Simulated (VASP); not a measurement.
Band structure of Cs$_{2}$O$_{2}$ (space group Immm). Computed with PBEsol GGA, VASP's PBE PAW potentials (set 64) (plane waves; VASP 6.6.1).

Unless said otherwise, spin-orbit coupling is left out, though it shifts the bands of the heavy elements here.

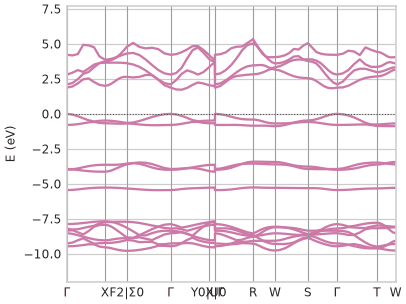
Bands along high-symmetry lines, zero at the valence-band maximum or, without a gap, the Fermi level

Task: Read the plot: is there a gap, and where are the band edges?

Result: The gap is indirect, 1.72 eV, from the valence maximum at Γ to the conduction minimum at Γ-Y0 at 0.29. (Edges off the drawn lines would not show.)

The structure comes from a computed database's Cs2O2 entry (Immm); how it stands against other phases isn't given here. It was relaxed first.
